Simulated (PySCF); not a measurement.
C$_{8}$H$_{10}$Si (SMILES CC#CC#C/C=C\C[SiH3])

```xyz
19

C     4.3462   -0.7535   -1.9942
C     3.2667   -0.4352   -1.0818
C     2.3596   -0.1666   -0.3115
C     1.3396    0.1325    0.5483
C     0.4236    0.3957    1.3171
C    -0.6322    0.6944    2.2089
C    -1.8925    0.9794    1.8124
C    -2.3678    0.9867    0.4062
Si   -3.1147   -0.6945   -0.0713
H     3.9569   -1.0455   -2.9825
H     5.0138    0.1114   -2.1370
H     4.9545   -1.5889   -1.6118
H    -0.3974    0.6891    3.2788
H    -2.6333    1.1814    2.5936
H    -3.1435    1.7538    0.2493
H    -1.5393    1.1856   -0.2935
H    -4.2730   -1.0051    0.8224
H    -2.0860   -1.7651    0.0735
H    -3.5994   -0.6546   -1.4858
```

Geometry: PBE0-D3(BJ)/def2-SVP.

Computed with PySCF 2.14.0, PBE0/pcSseg-1, SCF density, gas phase, non-relativistic.

Q: Predict the electron density and electron localisation function between the atoms.

A: C–C (1.22 Å): ρ is about 2.6 e/Å³ halfway; the ELF peaks at about 0.85 between the atoms: a multiple bond.
C–H (1.10 Å): ρ is about 2 e/Å³ halfway; the ELF climbs to about 1 towards the hydrogen, as it does in any bond to H (an ordinary covalent bond to hydrogen).
C–C (1.35 Å): the density is about 2.2 e/Å³ at the midpoint; the ELF peaks at about 0.95 between the atoms, as expected for localised, covalent bonding.
C–C (1.41 Å): ρ at the midpoint is about 1.9 e/Å³; the ELF peaks at about 0.95 between the atoms, as expected for localised, covalent bonding.

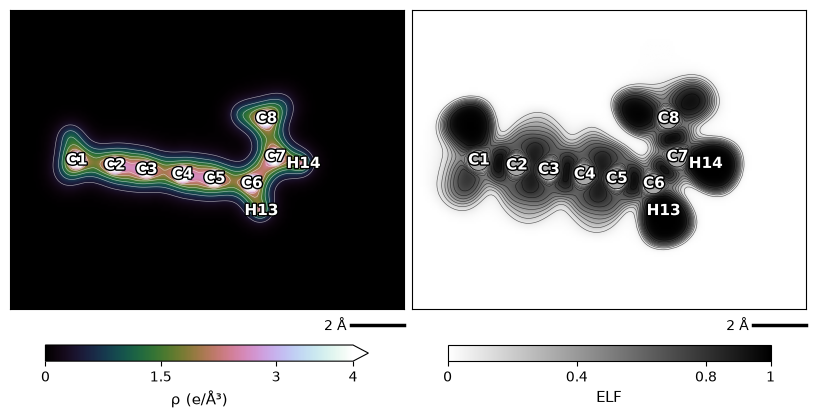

Computed electron density and electron localisation function on the plane of atoms C5, C6 and H13, in this order. Grey discs cover the atomic cores in the ELF map. 
